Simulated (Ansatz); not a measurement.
# C₂H₇AlBFO (SMILES [BH2][Al]([CH2]F)[O]C): what the fields show

Input file:

```
crystal:
  periodic: [false, false, false]
  atoms:
    - { symbol: B, position_ang: [-0.068, -2.3231, -0.6572] }
    - { symbol: Al, position_ang: [0.3134, -0.2809, -0.4098] }
    - { symbol: C, position_ang: [1.9754, 0.2662, 0.4749] }
    - { symbol: F, position_ang: [2.1404, 1.6534, 0.562] }
    - { symbol: O, position_ang: [-0.8819, 1.0062, -0.999] }
    - { symbol: C, position_ang: [-1.7846, 1.3243, 0.053] }
    - { symbol: H, position_ang: [-1.1003, -2.5974, -1.1847] }
    - { symbol: H, position_ang: [0.6826, -3.0829, -0.3] }
    - { symbol: H, position_ang: [2.0406, -0.1478, 1.5533] }
    - { symbol: H, position_ang: [2.8756, -0.1096, -0.0718] }
    - { symbol: H, position_ang: [-2.3926, 0.4135, 0.3576] }
    - { symbol: H, position_ang: [-2.4744, 2.0898, -0.2886] }
    - { symbol: H, position_ang: [-1.3058, 1.7535, 0.9251] }
basis:
  gaussian: { orbitals: "6-31G" }
hamiltonian:
  xc: r2scan
relax:
  f_tol: 0.015
  max_steps: 40
output:
  orbitals: {}
```

Launched as:

```sh
ansatz run input.yaml --threads 1 --pin off --max-ram 2048MiB --backend cpu --events-out ev --progress --plain --runs-dir out
```

The fields are those of the relaxed geometry.

These are results of Ansatz 0.2.0, RKS r2SCAN/6-31G, not measurements.

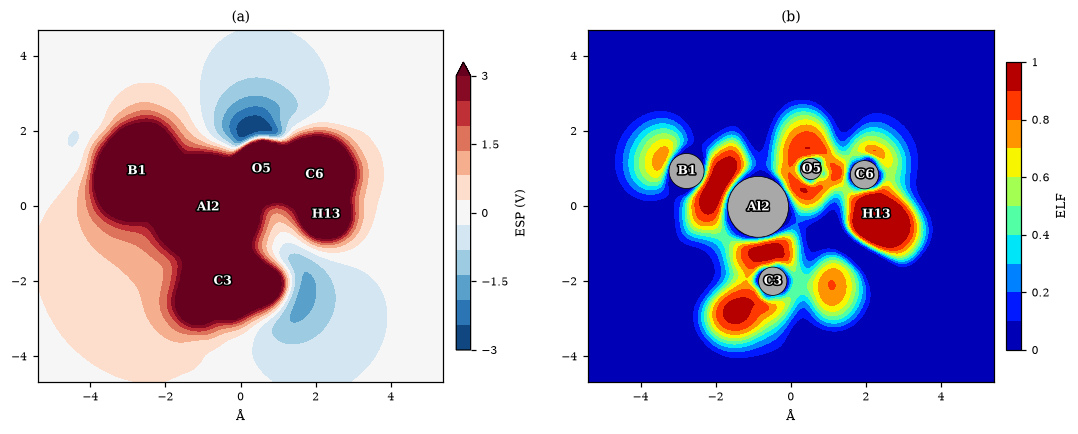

Figure 1. (a) electrostatic potential; (b) ELF on the plane of atoms O5, C6 and H13. Grey discs cover the atomic cores in the ELF map.

### Read the bonding off the picture.

The section cuts through B, Al, C, O and H sites. C–O (1.44 Å): the ELF peaks at about 0.85 between the atoms: a shared but strongly polarised pair. Al–O (1.73 Å): the ELF peaks at about 0.85 in the valence shell of O, 0.6 Å from its nucleus, and is about 0.35 at the midpoint. C–Al (2.02 Å): the ELF peaks at about 0.95 between the atoms: a shared but strongly polarised pair. Al–B (2.13 Å): the ELF peaks at about 1 between the atoms: localised, covalent bonding. C–H (1.10 Å): the ELF climbs to about 1 towards the hydrogen, as it does in any bond to H: a covalent bond by its length. The ELF also peaks beside F4 and O5, away from the bonds: lone-pair regions. Outside the dense part of the molecule the potential is most negative (−2.9 V) near O5.

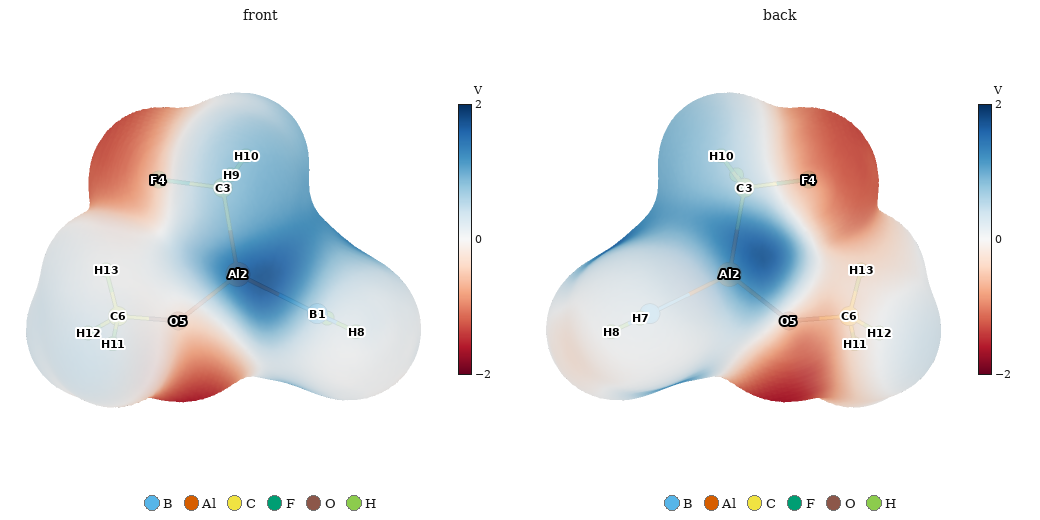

Figure 2. The electrostatic potential painted on the density surface at 0.001 e/bohr³, seen from the front and from behind; red is negative and blue positive.

### Which sites attract a positive test charge, and which a negative one?

A positive charge is drawn to the negative regions and a negative charge to the positive ones. The most negative region (about −1.6 V) lies over O5, the most positive (about +1.7 V) over Al2. O5 is the likeliest acceptor of a hydrogen bond.

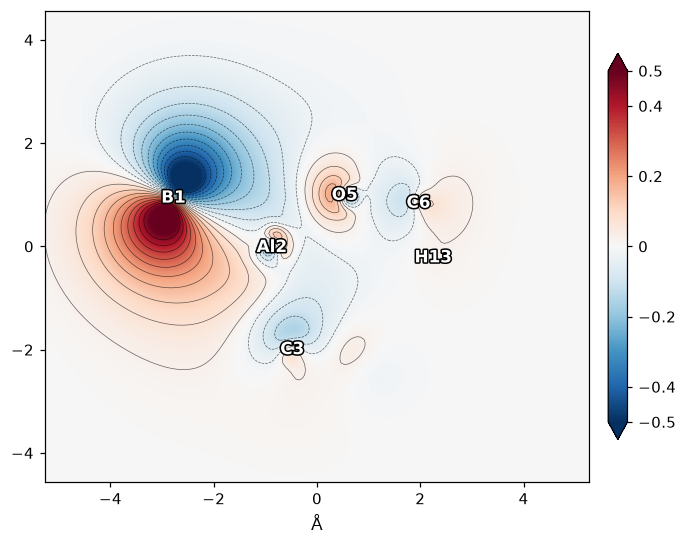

Figure 3. The LUMO on the plane of atoms Al2, O5 and C6 (values in Å⁻³ᐟ²; the overall sign is arbitrary).

### What is the character of this orbital?

Its weight (Hirshfeld) is mainly on B1 (about 65 %), Al2 (about 15 %), H8 (about 5 %) and H7 (about 5 %). Its energy is −3.02 eV.
